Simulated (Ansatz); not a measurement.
F3HSeSi (SMILES F[Si](F)(F)[SeH])

```tsv
atom	x (Å)	y (Å)	z (Å)
F	0.2018	-0.4099	1.6786
Si	0.1838	-0.4497	0.0960
F	-0.1147	-1.9505	-0.2878
F	1.7001	-0.2037	-0.2882
Se	-1.2698	0.9016	-0.8706
H	-0.7012	2.1122	-0.3280
```

Not at a stationary point (largest force 1.0 eV/Å).

Computed with Ansatz, SCF lc_wpbe, Gaussian basis.

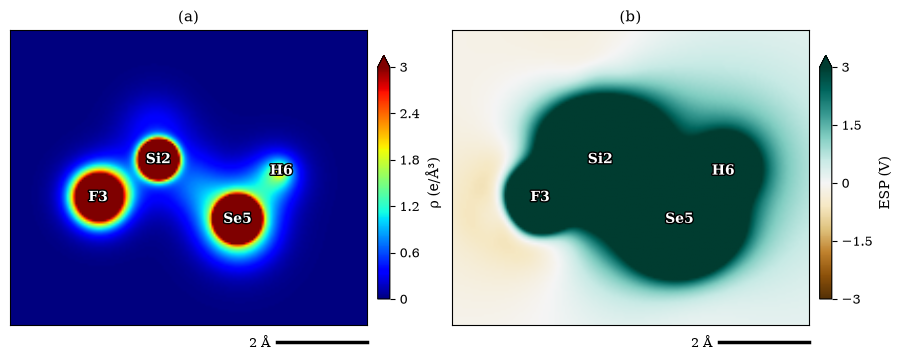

Figure 1. (a) electron density; (b) molecular electrostatic potential on the plane of atoms F3, Si2 and Se5.

### What do the fields say about this system?

- The section cuts through Si, F, Se and H sites.
- Si–F (1.58 Å): ρ is about 1.1 e/Å³ halfway.
- Si–Se (2.21 Å): the density is about 0.84 e/Å³ at the midpoint.
- Se–H (1.44 Å): ρ is about 1.4 e/Å³ halfway.
- Outside the dense part of the molecule the potential is most negative (−0.7 V) near F3.

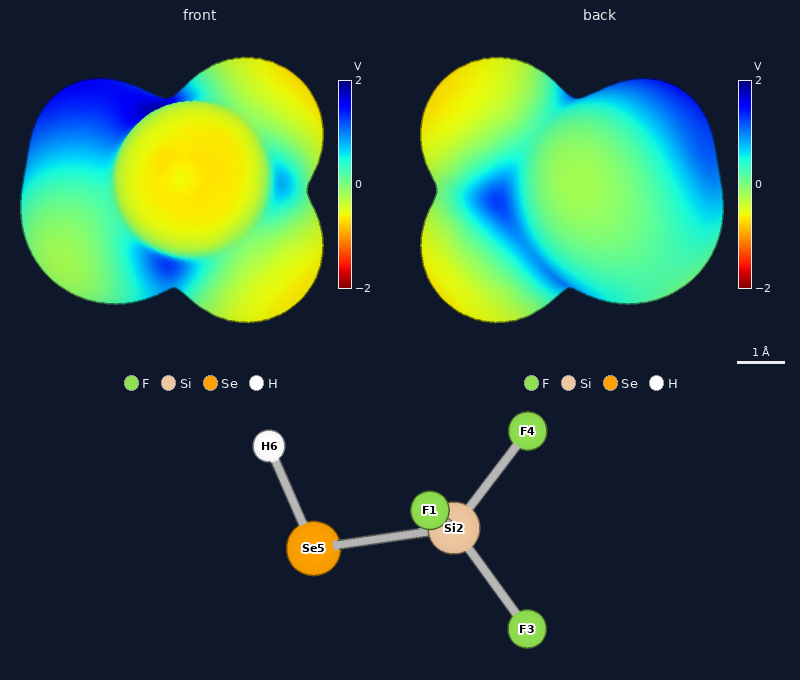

Figure 2. The electrostatic potential painted on the density surface at 0.001 e/bohr³, seen from the front and from behind; the colour scale runs from red (negative) to blue (positive). The bare structure is drawn below in the same view.

### Describe the electrostatic potential map.

The most negative region (about −0.7 V, or −16 kcal/mol for a unit charge) lies over F1 and F4, the most positive (about +1.7 V, or +39 kcal/mol for a unit charge) over Si2.

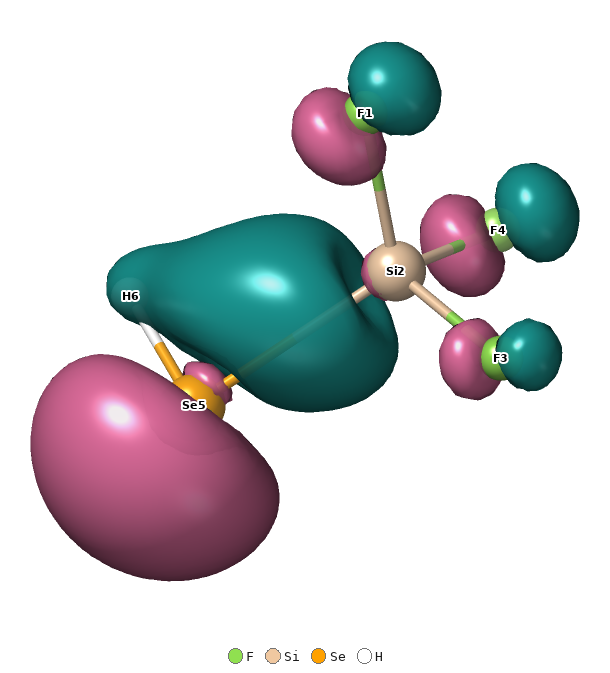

Figure 3. The HOMO−1 at ±0.15 Å⁻³ᐟ² (teal and pink are the two phases), seen at a tilt.

### What is the character of this orbital?

Its weight (Hirshfeld) is mainly on Se5 (about 65 %), Si2 (about 15 %), F4 (about 5 %) and F1 (about 5 %); largely a lone pair of Se5. Its energy is −12.86 eV.
